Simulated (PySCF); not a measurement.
**Excited-state calculation, with input and output: GeCl₂F₂**

- system: GeCl₂F₂
- method: TDDFT CAM-B3LYP/def2-SVPD, vertical, gas phase, core orbitals frozen in the response (PySCF 2.14.0)

The geometry comes from this level: PBE0-D3(BJ)/def2-SVP.

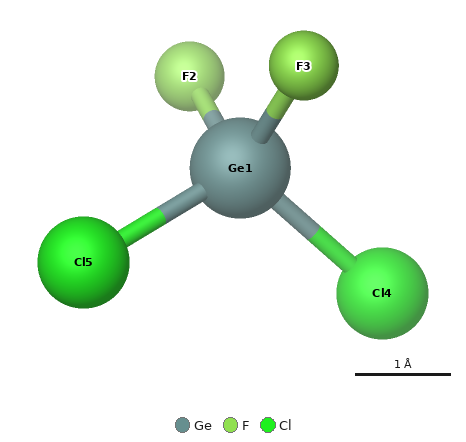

Figure 1. The input geometry (ball-and-stick view, seen at a tilt; atoms are numbered from 1 in the order of the input). Sticks mark near contacts.

### Results in brief

```json
{"quantity": "outcome", "value": "converged"}
{"quantity": "total energy", "value": "−3196.672174 hartree"}
{"quantity": "HOMO", "value": "−11.64 eV"}
{"quantity": "LUMO", "value": "−1.31 eV"}
{"quantity": "dipole moment", "value": "1.33 D"}
{"quantity": "mean polarisability", "value": "53.90 a.u."}
{"quantity": "vertical ionisation energy", "value": "12.77 eV"}
{"quantity": "vertical electron affinity", "value": "0.48 eV"}
{"quantity": "lowest singlet excitation", "value": "6.60 eV"}
{"quantity": "hardware", "value": "1 CPU thread, shared host"}
{"quantity": "wall time", "value": "1.8 min"}
{"quantity": "peak memory", "value": "0.67 GiB"}
```

### Notes

Spin–orbit coupling is left out, which matters for the heavy atoms.

### Input file
```
{"job": {"kind": "uv", "xc": "CAM-B3LYP", "basis": "def2-SVPD", "nstates": 6, "ntriplets": 2, "ip": true}, "charge": 0, "multiplicity": 1}
Ge     0.023900     0.043408    -0.006314
F     -0.710749     1.434072     0.666549
F      1.456784     0.583147    -0.769954
Cl    -1.263863    -0.794078    -1.447569
Cl     0.518868    -1.303305     1.536452
```

The first line tells a small driver script what to run in PySCF; the rest is the geometry in Å.

Command:
```bash
OMP_NUM_THREADS=1 python <driver script> task.json out
```

### The program's output
```
coarse grid: 30648 points
cycle   1  E = -3196.5187361185  dE = -1.364e-01  |g| = 9.239e-01  |ddm| = 2.971e+00
cycle   2  E = -3196.4096429260  dE =  1.091e-01  |g| = 1.312e+00  |ddm| = 2.371e+00
cycle   3  E = -3196.6706807344  dE = -2.610e-01  |g| = 8.704e-02  |ddm| = 1.168e+00
cycle   4  E = -3196.6720757105  dE = -1.395e-03  |g| = 3.216e-02  |ddm| = 1.299e-01
cycle   5  E = -3196.6722516921  dE = -1.760e-04  |g| = 3.892e-03  |ddm| = 2.741e-02
cycle   6  E = -3196.6722552373  dE = -3.545e-06  |g| = 1.155e-03  |ddm| = 6.375e-03
final grid: 59744 points
cycle   7  E = -3196.6721742028  dE = -2.752e-07  |g| = 8.594e-04  |ddm| = 2.233e-03
cycle   8  E = -3196.6721742508  dE = -4.794e-08  |g| = 6.618e-04  |ddm| = 1.207e-03
cycle   9  E = -3196.6721743197  dE = -6.895e-08  |g| = 4.865e-05  |ddm| = 5.567e-04
cycle  10  E = -3196.6721743202  dE = -4.420e-10  |g| = 2.687e-05  |ddm| = 6.152e-05
```

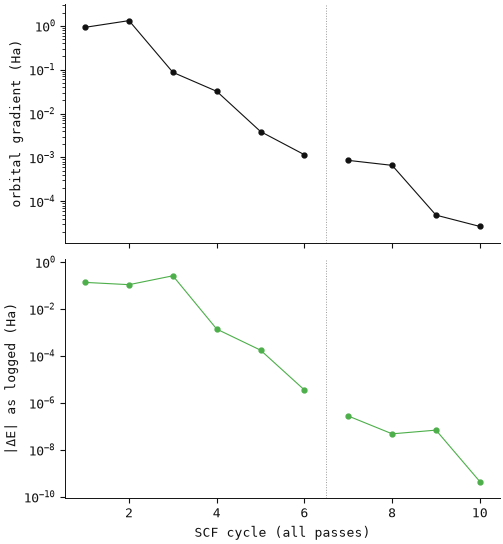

Figure 2. Convergence of the self-consistent field: orbital gradient and size of the energy change against the SCF cycle. The dotted line marks the change from a coarse to the final integration grid. The first 6 cycles use a coarse grid, the final grid takes over at cycle 7, and the field converges after 10 cycles in all.

```
converged SCF energy = -3196.6721743202

Static polarisability (au): isotropic 53.903, principal 45.943 51.497 64.269

Singlet excitations
state   eV       nm        f      main configurations
  1   6.6036    187.8   0.02205   H->L 0.95
  2   6.7296    184.2   0.00000   H-1->L 0.96
  3   7.0471    175.9   0.02296   H-2->L 0.95
  4   7.1959    172.3   0.02758   H-3->L 0.94
  5   8.5223    145.5   0.24571   H-4->L 0.85
  6   8.9261    138.9   0.01958   H-5->L 0.92

Triplet excitations (Tamm-Dancoff, eV): 6.0549 6.2415
Vertical ionisation energy (delta-SCF) = 12.7720 eV
Vertical electron affinity (delta-SCF) = 0.4770 eV
```

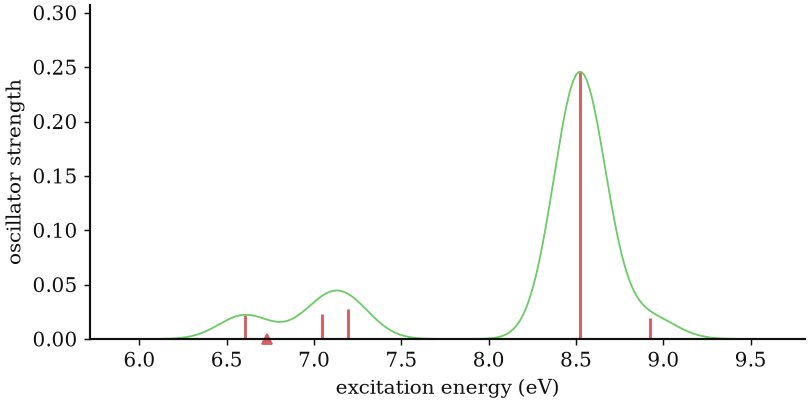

Figure 3. Computed excitations as sticks (degenerate states added up, dark ones marked on the axis), with a Gaussian envelope of 0.35 eV full width at half maximum, scaled to the tallest. Of the 6 states the lowest lies at 6.60 eV (f = 0.022); the strongest line is at 8.52 eV, or 145 nm (f = 0.246).

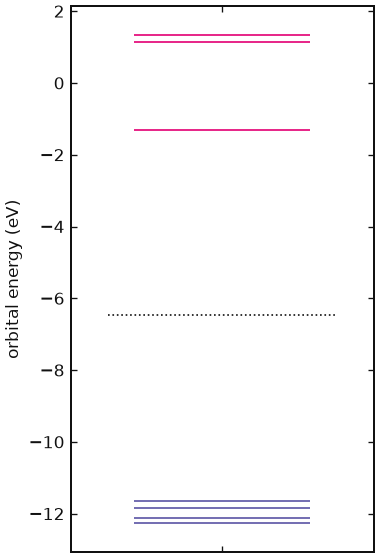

Figure 4. Orbital energies near the frontier; the dotted line parts filled from empty levels, and levels within 0.02 eV of each other stand side by side. Highest filled −11.64 eV, lowest empty −1.31 eV, 10.33 eV apart.
